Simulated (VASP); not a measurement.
Energy against volume of Ag (fcc). All values below come from revTPSS meta-GGA, VASP's PBE PAW potentials (set 64) (plane waves; VASP).

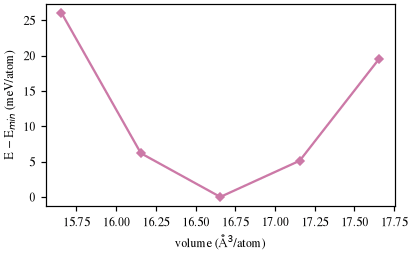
Energy against volume

Question: Estimate the equilibrium volume and the bulk modulus.

Answer: The minimum lies near 16.7 Å³/atom, and the curvature gives B0 of about 120 GPa.

Measured: bulk modulus 110 GPa at 0 K (computed value off by +9.1 %), as given by H. Levämäki et al., Physical Review B (2014), arXiv:1402.3671 [corrected for temperature and zero-point phonon effects]; a 4.062 Å at 0 K (computed value off by -0.2 %), as given by Daniel Mejia-Rodriguez et al., Physical Review B (2018), arXiv:1807.09216 [static lattice: zero-point anharmonic expansion removed].

The compound is Ag in the fcc structure. It was relaxed first.
